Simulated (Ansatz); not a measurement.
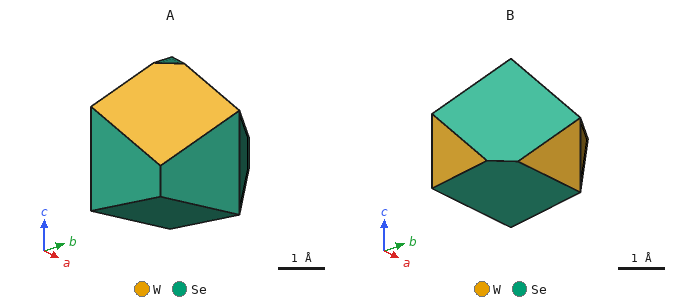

Computed Voronoi cells of the 2 sites of this structure, drawn to one scale and in one orientation; each face has the colour of the neighbour behind it.

WSe2, space group P6_3/mmc (No. 194), a = 3.279 Å, b = 3.279 Å, c = 12.789 Å, α = 90.00°, β = 90.00°, γ = 120.00°

| site | Wyckoff | x | y | z |
| --- | --- | --- | --- | --- |
| W | 2c | 0.3333 | 0.6667 | 0.2500 |
| Se | 4f | 0.3333 | 0.6667 | 0.6183 |

Origin: the end point of a relaxation with Ansatz, DFT PBE+D3(BJ), scalar-relativistic, plane waves, PAW.

Which cell belongs to which site?

Answer. A is Se (12 faces above 1 % of the solid angle, 21.9 Å³, facing Se 59 %, W 41 %); B is W (12 faces above 1 % of the solid angle, 15.7 Å³, mostly facing Se).
